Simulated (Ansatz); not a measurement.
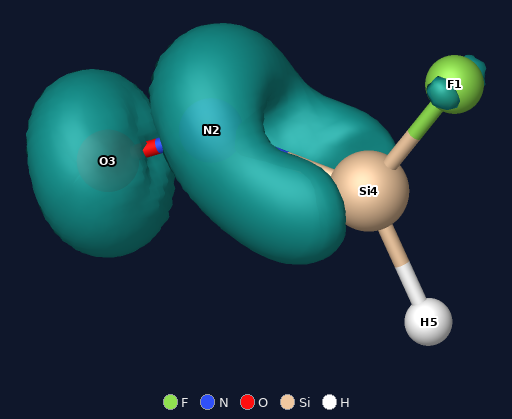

The picture shows: FHNOSi (SMILES O=[N+]=[SiH]F) (charge +1, triplet). Isosurfaces of the spin density at +0.06 (teal) and −0.06 e/Å³ (pink), seen at a tilt.

Geometry: BLYP-D3(BJ)/def2-SVP.

Level of theory: Ansatz, isolated molecule in a Gaussian basis; Kohn-Sham density functional theory, functional PBE0.

```xyz
5

F     0.3497    1.1790    1.1879
N    -0.7277   -0.0043   -1.0224
O    -1.1069   -0.4971   -2.0489
Si    0.6146    0.8350   -0.3369
H     1.8933    1.2404   -0.9677
```

Q: Where is the unpaired spin?

A: The unpaired spin (2 electrons) lies mostly on O3 (about 0.9), N2 (about 0.7) and Si4 (about 0.4), in electrons by Hirshfeld's partition.
